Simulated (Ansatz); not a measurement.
Calculation: PBE (plane waves to 420 eV, PAW; Ansatz, an electronic-structure program).

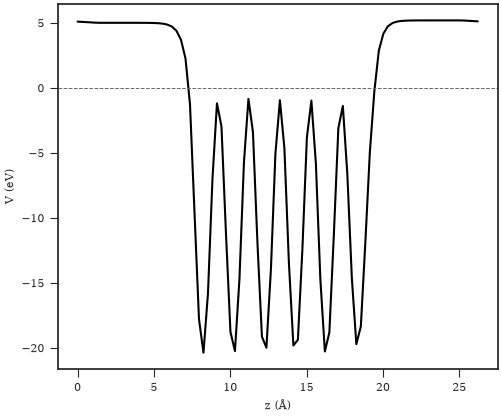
Fig. 1. Plane-averaged electrostatic potential energy along the normal, in eV from the Fermi level, for a constructed model of the (0001) surface of hcp Co, ferromagnetic, p(2x2) surface alloy, Au on one Co site of the top plane (bottom of the slab: a bare face, its two planes held)

Slab: 24 atoms, 10.1 Å thick at the start (thin: gaps and levels are the slab's own); k 9x9x1, smearing 0.1 eV, dipole-corrected; 8 atoms held, the rest relaxed; held to the start's symmetry, so lower structures may exist; spin-polarised, ending with about 38.1 μB a cell; orders that need a larger cell were not tried, no spin-orbit, no U. It is one candidate, not shown to be the stable structure of the face.

The vacuum level lies 5.19 eV above the Fermi level over the top face and 5.01 eV above it under the bottom face.
